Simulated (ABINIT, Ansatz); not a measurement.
# Converging GW for Be3N2 (R3m) in ABINIT

Aim: raise bands and screening cutoff together for Be3N2 (R3m) and follow gap and time.

Method: LDA and many-body steps on it, plane waves, in ABINIT 10.8.3.

## 1. The structure

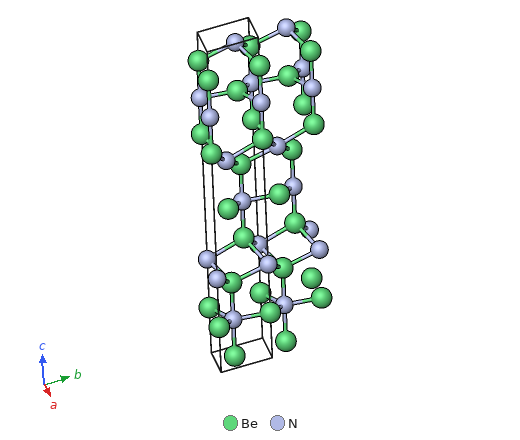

Start, viewed slightly off an axis; beryllium green, nitrogen light blue. 1×2×1 cells are drawn. This picture shows the conventional cell, with its axes. Bonds to atoms that aren't drawn are left out. Some periodic images of atoms are drawn too.

The cell and positions are those that the Materials Project relaxed with its own functionals (PBE, PBE+U or r2SCAN), kept fixed.

## 2. Empty states on the mesh, 4×4×4 mesh, 120 bands

This step: ABINIT 10.8.3; DFT, LDA, plane waves, norm-conserving pseudopotentials.

The sums over transitions need many empty states on a uniform mesh; this step solves for them.

run.abi

```
acell 3*1.0 Angstrom
rprim 
  1.419805055509 0.819724830995 4.866215662800
  -1.419805055509 0.819724830995 4.866215662800
  -0.000000000000 -1.639449661990 4.866215662800
ntypat 2
znucl 4 7
natom 5
typat 1 1 1 2 2
xred 
  0.859001080000 0.859001080000 0.859001080000
  0.317694560000 0.317694560000 0.317694560000
  0.088806770000 0.088806770000 0.088806770000
  0.204162680000 0.204162680000 0.204162680000
  0.708434910000 0.708434910000 0.708434910000
pp_dirpath "pseudos"
pseudos "Be.upf, N.upf"
ecut 38
ngkpt 4 4 4
nshiftk 1
shiftk 0 0 0
kptopt 1
chksymbreak 0
irdden 1
istwfk *1
nband 120
prtvol 0
optdriver 6
gwr_task "HDIAGO"
paral_kgb 0
occopt 1
indata_prefix "in"
outdata_prefix "out"
tmpdata_prefix "tmp"
```

Started as:

```sh
$ OMP_NUM_THREADS=1 mpirun -n 4 abinit run.abi > log
```

The log of the run:

```text
.Version 10.8.3 of ABINIT. v10.8.2 released Aug 2026.

 Symmetries : space group R3 m (#160); Bravais hR (rhombohedral)
[... echo of the input left out ...]
== DATASET  1 ==================================================================
-   mpi_nproc: 4, omp_nthreads: 1 (-1 if OMP is not activated)

--- !DatasetInfo
iteration_state: {dtset: 1, }
dimensions: {natom: 5, nkpt: 13, mband: 120, nsppol: 1, nspinor: 1, nspden: 1, mpw: 2590, }
cutoff_energies: {ecut:  38.0, pawecutdg:  -1.0, }
[...]
Indirect band gap semiconductor
 Fundamental gap:     2.731 (eV)
   VBM:     5.933 (eV) at k: [ 0.0000E+00,  0.0000E+00,  0.0000E+00]
   CBM:     8.664 (eV) at k: [ 5.0000E-01,  5.0000E-01,  0.0000E+00]
 Direct gap:         3.792 (eV) at k: [ 5.0000E-01,  5.0000E-01,  0.0000E+00]

== END DATASET(S) ==============================================================
================================================================================

 -outvars: echo values of variables after computation  --------
           etotal      0.0000000000E+00
            nband         120
             nkpt          13
          spgroup         160
 [... the other variables as echoed above ...]

 Calculation completed.
```

It took 58 s on 4 MPI ranks of Arm Neoverse V2, shared host; peak memory 1.7 GiB; 3.9 min of CPU time.

Numbers from this step:

| Property | Result |
| --- | --- |
| gap | 2.731 eV |
| k of the valence top | 0, 0, 0 |
| k of the conduction bottom | 0.5, 0.5, 0 |
| least direct gap | 3.792 eV |
| k points computed | 13 |
| lowest point of the top converged band, above the valence top | 101.1136 eV |

On this mesh the gap is 2.731 eV.

The density comes from a self-consistent run that is not shown.

## 3. Screening, 4×4×4 mesh, 23 bands, screening to 76.2 eV

The RPA dielectric matrix is built and inverted for each q.

This step: RPA screening on LDA, plane waves, norm-conserving pseudopotentials.

run.abi, as its differences from that of step 2:

```diff
@@ -23,10 +23,11 @@
 chksymbreak 0
-irdden 1
 istwfk *1
-nband 120
-prtvol 0
-optdriver 6
-gwr_task "HDIAGO"
-paral_kgb 0
 occopt 1
+irdwfk 1
+optdriver 3
+nband 23
+ecuteps 2.8
+inclvkb 2
+awtr 1
+symchi 1
 indata_prefix "in"
```

The log of the run:

```text
.Version 10.8.3 of ABINIT. v10.8.2 released Aug 2026.

 Symmetries : space group R3 m (#160); Bravais hR (rhombohedral)
[... echo of the input left out ...]
== DATASET  1 ==================================================================
-   mpi_nproc: 4, omp_nthreads: 1 (-1 if OMP is not activated)

--- !DatasetInfo
iteration_state: {dtset: 1, }
dimensions: {natom: 5, nkpt: 13, mband: 23, nsppol: 1, nspinor: 1, nspden: 1, mpw: 2590, }
cutoff_energies: {ecut:  38.0, pawecutdg:  -1.0, }
electrons: {nelect:   2.20000000E+01, charge:   0.00000000E+00, occopt:   1.00000000E+00, tsmear:   1.00000000E-02, }

 SCREENING: Calculation of the susceptibility and dielectric matrices

 Based on a program developped by R.W. Godby, V. Olevano, G. Onida, and L. Reining.
 Incorporated in ABINIT by V. Olevano, G.-M. Rignanese, and M. Torrent.
.Using double precision arithmetic ; gwpc =  8

[... cell and pseudopotentials left out ...]
--------------------------------------------------------------------------------

 ==== K-mesh for the wavefunctions ====
 Number of points in the irreducible wedge :    13
[... list of points left out ...]
 Together with  6 symmetry operations and time-reversal symmetry
 yields    64 points in the full Brillouin Zone.

 ==== Q-mesh for the screening function ====
 Number of points in the irreducible wedge :    13
[... list of points left out ...]
 Together with  6 symmetry operations and time-reversal symmetry
 yields    64 points in the full Brillouin Zone.

 setmesh: FFT mesh size selected  =    36x   36x   36
          total number of points  =        46656

 vcoul_init : cutoff-mode = AUXILIARY_FUNCTION
 q-points for optical limit:   1
     1)      0.000010    0.000020    0.000030

- screening: taking advantage of time-reversal symmetry
- Maximum band index for partially occupied states nbvw = 11
- Remaining bands to be divided among processors   nbcw = 12
- Number of bands treated by each node ~3

 Number of electrons calculated from density =   22.0000; Expected =   22.0000
 average of density, n =  0.095937
 r_s =    1.3551
 omega_plasma =   29.8778 [eV]

 calculating chi0 at frequencies [eV] :
  1    0.000000E+00    0.000000E+00
  2    0.000000E+00    2.987782E+01

--------------------------------------------------------------------------------
  q-point number  1        q = ( 0.000000, 0.000000, 0.000000) [r.l.u.]
--------------------------------------------------------------------------------
[... chi0 elements left out ...]
 For q-point:  0.000010 0.000020 0.000030
  dielectric constant =   4.7901
  dielectric constant without local fields =   5.0600

  Average fulfillment of the sum rule on Im[epsilon] for q-point    1 :     26.74  [%]
[... wings left out ...]
  q-point number  2        q = ( 0.250000, 0.000000, 0.000000) [r.l.u.]
--------------------------------------------------------------------------------
[... chi0 elements left out ...]
  Average fulfillment of the sum rule on Im[epsilon] for q-point    2 :     40.50  [%]

 [... 11 further q-points ...]
```

Run time: 10 s. Hardware: 4 MPI ranks; peak memory 0.89 GiB; 40 s of CPU time.

Numbers from this step:

| Property | Result |
| --- | --- |
| ε∞ with local fields, on this mesh, along the program's q direction | 4.790 |
| the same without local fields | 5.06 |
| plasma frequency | 29.88 eV |
| plane waves in the screening matrix | 49 |

Local fields lower ε∞ by 5 %.

## 4. 23 bands, 76.2 eV

The self-energy is evaluated for the states that the input lists, and the levels follow from it, in one-shot runs by the linearised quasiparticle equation.

This step: G0W0 on LDA, plane waves, norm-conserving pseudopotentials.

run.abi, as its differences from that of step 3:

```diff
@@ -26,8 +26,17 @@
 irdwfk 1
-optdriver 3
+optdriver 4
 nband 23
+gwcalctyp 0
+ecutsigx 38
+symsigma 1
+nkptgw 2
+kptgw 
+  0.0000000000 0.0000000000 0.0000000000
+  0.5000000000 0.5000000000 0.0000000000
+bdgw 
+  10 13
+  10 13
 ecuteps 2.8
-inclvkb 2
-awtr 1
-symchi 1
+irdscr 1
+ppmodel 1
 indata_prefix "in"
```

The log of the run:

```text
.Version 10.8.3 of ABINIT. v10.8.2 released Aug 2026.

 Symmetries : space group R3 m (#160); Bravais hR (rhombohedral)
[... echo of the input left out ...]
== DATASET  1 ==================================================================
-   mpi_nproc: 4, omp_nthreads: 1 (-1 if OMP is not activated)

--- !DatasetInfo
iteration_state: {dtset: 1, }
dimensions: {natom: 5, nkpt: 13, mband: 23, nsppol: 1, nspinor: 1, nspden: 1, mpw: 2590, }
cutoff_energies: {ecut:  38.0, pawecutdg:  -1.0, }
electrons: {nelect:   2.20000000E+01, charge:   0.00000000E+00, occopt:   1.00000000E+00, tsmear:   1.00000000E-02, }

 SIGMA: Calculation of the GW corrections

 Based on a program developped by R.W. Godby, V. Olevano, G. Onida, and L. Reining.
 Incorporated in ABINIT by V. Olevano, G.-M. Rignanese, and M. Torrent.
.Using double precision arithmetic ; gwpc =  8

[... cell and pseudopotentials left out ...]
--------------------------------------------------------------------------------

 ==== K-mesh for the wavefunctions ====
 Number of points in the irreducible wedge :    13
[... list of points left out ...]
 Together with  6 symmetry operations and time-reversal symmetry
 yields    64 points in the full Brillouin Zone.

 ==== Q-mesh for screening function ====
 Number of points in the irreducible wedge :    13
[... list of points left out ...]
 Together with  6 symmetry operations and time-reversal symmetry
 yields    64 points in the full Brillouin Zone.

 vcoul_init : cutoff-mode = AUXILIARY_FUNCTION
 q-points for optical limit:   1
     1)      0.000010    0.000020    0.000030
 setmesh: FFT mesh size selected  =    54x   54x   54
          total number of points  =       157464

 Number of electrons calculated from density =   22.0000; Expected =   22.0000
 average of density, n =  0.095937
 r_s =    1.3551
 omega_plasma =   29.8778 [eV]

 === KS Band Gaps ===
  >>>> For spin  1
   Minimum direct gap =   3.7920 [eV], located at k-point      :   0.5000  0.5000  0.0000
   Fundamental gap    =   2.7311 [eV], Top of valence bands at :   0.0000  0.0000  0.0000
                                       Bottom of conduction at :   0.5000  0.5000  0.0000
 SIGMA fundamental parameters:
 PLASMON POLE MODEL  1
 number of plane-waves for SigmaX                 2557
 number of plane-waves for SigmaC and W             49
 number of plane-waves for wavefunctions          2557
 number of bands                                    23
 number of independent spin polarizations            1
 number of spinorial components                      1
 number of k-points in IBZ                          13
 number of q-points in IBZ                          13
 number of symmetry operations                       6
 number of k-points in BZ                           64
 number of q-points in BZ                           64
 number of frequencies for dSigma/dE                 9
 frequency step for dSigma/dE [eV]                0.25
 number of omega for Sigma on real axis              0
 max omega for Sigma on real axis  [eV]           0.00
 zcut for avoiding poles [eV]                     0.10

 EPSILON^-1 parameters (SCR file):
 dimension of the eps^-1 matrix on file             49
 dimension of the eps^-1 matrix used                49
 number of plane-waves for wavefunctions          2557
 number of bands                                    23
 number of q-points in IBZ                          13
 number of frequencies                               2
 number of real frequencies                          1
 number of imag frequencies                          1

 matrix elements of self-energy operator (all in [eV])

 Perturbative Calculation

--- !SelfEnergy_ee
iteration_state: {dtset: 1, }
kpoint     : [   0.000,    0.000,    0.000, ]
spin       : 1
KS_gap     :    6.136
QP_gap     :    7.801
Delta_QP_KS:    1.665
data: !SigmaeeData |
     Band     E0 <VxcDFT>   SigX SigC(E0)      Z dSigC/dE  Sig(E)    E-E0       E
       10   5.933 -17.556 -21.694   4.242   0.811  -0.233 -17.472   0.084   6.017
       11   5.933 -17.556 -21.694   4.242   0.811  -0.233 -17.472   0.084   6.017
       12  12.069 -13.924  -8.230  -3.582   0.828  -0.208 -12.175   1.749  13.818
       13  13.753 -13.224  -6.984  -3.498   0.840  -0.190 -10.920   2.305  16.058

--- !SelfEnergy_ee
iteration_state: {dtset: 1, }
kpoint     : [   0.500,    0.500,    0.000, ]
spin       : 1
KS_gap     :    3.792
QP_gap     :    5.427
Delta_QP_KS:    1.635
data: !SigmaeeData |
     Band     E0 <VxcDFT>   SigX SigC(E0)      Z dSigC/dE  Sig(E)    E-E0       E
       10   4.591 -16.867 -21.327   4.394   0.807  -0.240 -16.920  -0.053   4.538
       11   4.872 -16.774 -20.801   4.049   0.810  -0.235 -16.757   0.018   4.890
       12   8.664 -11.330  -6.467  -2.917   0.850  -0.177  -9.677   1.653  10.317
       13  13.575 -11.850  -5.860  -3.302   0.850  -0.177  -9.566   2.284  15.859

== END DATASET(S) ==============================================================
================================================================================

 -outvars: echo values of variables after computation  --------
           etotal      0.0000000000E+00
            nband          23
             nkpt          13
          spgroup         160
 [... the other variables as echoed above ...]

 Calculation completed.
```

The job ended after 3.4 s (4 MPI ranks; peak memory 0.63 GiB; 13 s of CPU time).

This step gave:

```yaml
g0w0_gap_on_the_points_computed: 4.3 eV
starting_gap_on_the_mesh: 2.731 eV
k_of_the_valence_top: 0, 0, 0
k_of_the_conduction_bottom: 0.5, 0.5, 0
z_at_the_valence_top: 0.811
z_at_the_conduction_bottom: 0.85
least_direct_g0w0_gap_on_the_computed_points: 5.427 eV
```

The gap on the mesh goes from 2.73 eV to 4.30 eV, a correction of +1.57 eV.

## 5. Screening, 4×4×4 mesh, 52 bands, screening to 141.5 eV

This step: RPA screening on LDA, plane waves, norm-conserving pseudopotentials.

run.abi, as its differences from that of step 4:

```diff
@@ -26,17 +26,8 @@
 irdwfk 1
-optdriver 4
-nband 23
-gwcalctyp 0
-ecutsigx 38
-symsigma 1
-nkptgw 2
-kptgw 
-  0.0000000000 0.0000000000 0.0000000000
-  0.5000000000 0.5000000000 0.0000000000
-bdgw 
-  10 13
-  10 13
-ecuteps 2.8
-irdscr 1
-ppmodel 1
+optdriver 3
+nband 52
+ecuteps 5.2
+inclvkb 2
+awtr 1
+symchi 1
 indata_prefix "in"
```

The log of the run:

```text
.Version 10.8.3 of ABINIT. v10.8.2 released Aug 2026.

 Symmetries : space group R3 m (#160); Bravais hR (rhombohedral)
[... echo of the input left out ...]
== DATASET  1 ==================================================================
-   mpi_nproc: 4, omp_nthreads: 1 (-1 if OMP is not activated)

--- !DatasetInfo
iteration_state: {dtset: 1, }
dimensions: {natom: 5, nkpt: 13, mband: 52, nsppol: 1, nspinor: 1, nspden: 1, mpw: 2590, }
cutoff_energies: {ecut:  38.0, pawecutdg:  -1.0, }
electrons: {nelect:   2.20000000E+01, charge:   0.00000000E+00, occopt:   1.00000000E+00, tsmear:   1.00000000E-02, }

 SCREENING: Calculation of the susceptibility and dielectric matrices

 Based on a program developped by R.W. Godby, V. Olevano, G. Onida, and L. Reining.
 Incorporated in ABINIT by V. Olevano, G.-M. Rignanese, and M. Torrent.
.Using double precision arithmetic ; gwpc =  8

[... cell and pseudopotentials left out ...]
--------------------------------------------------------------------------------

 ==== K-mesh for the wavefunctions ====
 Number of points in the irreducible wedge :    13
[... list of points left out ...]
 Together with  6 symmetry operations and time-reversal symmetry
 yields    64 points in the full Brillouin Zone.

 ==== Q-mesh for the screening function ====
 Number of points in the irreducible wedge :    13
[... list of points left out ...]
 Together with  6 symmetry operations and time-reversal symmetry
 yields    64 points in the full Brillouin Zone.

 setmesh: FFT mesh size selected  =    40x   40x   40
          total number of points  =        64000

 vcoul_init : cutoff-mode = AUXILIARY_FUNCTION
 q-points for optical limit:   1
     1)      0.000010    0.000020    0.000030

- screening: taking advantage of time-reversal symmetry
- Maximum band index for partially occupied states nbvw = 11
- Remaining bands to be divided among processors   nbcw = 41
- Number of bands treated by each node ~10

 Number of electrons calculated from density =   22.0000; Expected =   22.0000
 average of density, n =  0.095937
 r_s =    1.3551
 omega_plasma =   29.8778 [eV]

 calculating chi0 at frequencies [eV] :
  1    0.000000E+00    0.000000E+00
  2    0.000000E+00    2.987782E+01

--------------------------------------------------------------------------------
  q-point number  1        q = ( 0.000000, 0.000000, 0.000000) [r.l.u.]
--------------------------------------------------------------------------------
[... chi0 elements left out ...]
 For q-point:  0.000010 0.000020 0.000030
  dielectric constant =   4.7641
  dielectric constant without local fields =   5.1741

  Average fulfillment of the sum rule on Im[epsilon] for q-point    1 :     56.60  [%]
[... wings left out ...]
  q-point number  2        q = ( 0.250000, 0.000000, 0.000000) [r.l.u.]
--------------------------------------------------------------------------------
[... chi0 elements left out ...]
  Average fulfillment of the sum rule on Im[epsilon] for q-point    2 :     66.92  [%]

 [... 11 further q-points ...]
```

Wall time 44 s (4 MPI ranks); peak memory 1.5 GiB.

Numbers from this step:

```
ε∞ with local fields, on this mesh, along the program's q direction : 4.764
the same without local fields                                       : 5.174
plasma frequency                                                    : 29.88 eV
plane waves in the screening matrix                                 : 129
```

(Part 1 of 2 ends here.)

[Paths, hosts, dates, memory and timing lines, banners, echoed tables and standing remarks are left out of the program output.]

[Logs are printed without paths, hosts, clocks, repeated set-up lines and the standing remarks that a program may print on its own settings, such as how far it seeks lower states.]

[Runs of the session that timed out or met a known fault of the program may be left out.]

[Hosts, paths, dates, database ids (printed as entryN), source tags and the programs' standing remarks are cut or masked in the printed files.]

[G0W0 gaps are taken among the corrected bands and points alone; a level outside them can change the order at an edge.]

[Where Ansatz stands beside ABINIT at settings called matched, ABINIT's density can come from a denser mesh and the files from another edition; pairs whose starting gaps differed by over 0.03 eV were left out, so agreement reads better than it is.]
